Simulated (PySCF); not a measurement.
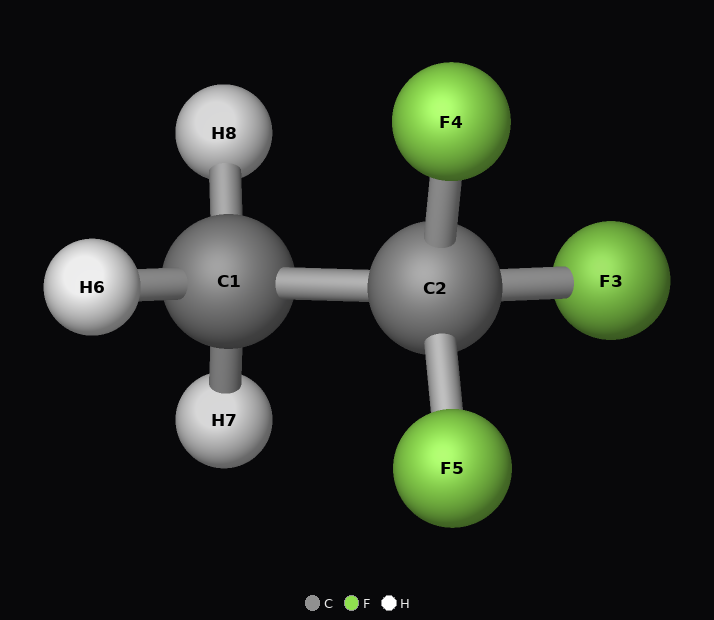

The computed structure is the end point of a GFN2-xTB optimisation. No frequency run is at hand to confirm it as a minimum. Properties computed with B3LYP/pcJ-1 indirect spin-spin coupling, non-relativistic, gas phase (PySCF 2.14.0). Isotopes: 13C, 19F, 1H.

Give the spin–spin coupling constants of these pairs, with the number of bonds between them: C1/H7, C1/C2, C1/H6, C2/F5, C1/F3, C2/H6, F3/F5, F4/F5, H6/H7, H7/H8, F3/H8, F4/H8, F4/H7, F5/H6.

| pair | bonds apart | J (Hz) |
| --- | --- | --- |
| C1, H7 | 1 | 137.6 |
| C1, C2 | 1 | 64.7 |
| C1, H6 | 1 | 137.5 |
| C2, F5 | 1 | −342.5 |
| C1, F3 | 2 | 32.0 |
| C2, H6 | 2 | −6.1 |
| F3, F5 | 2 | 68.6 |
| F4, F5 | 2 | 68.5 |
| H6, H7 | 2 | −14.1 |
| H7, H8 | 2 | −14.1 |
| F3, H8 | 3 | 0.7 |
| F4, H8 | 3 | 0.5 |
| F4, H7 | 3 | 32.4 |
| F5, H6 | 3 | 0.5 |

Density functionals are unreliable for couplings to fluorine, so those rows may be far off.
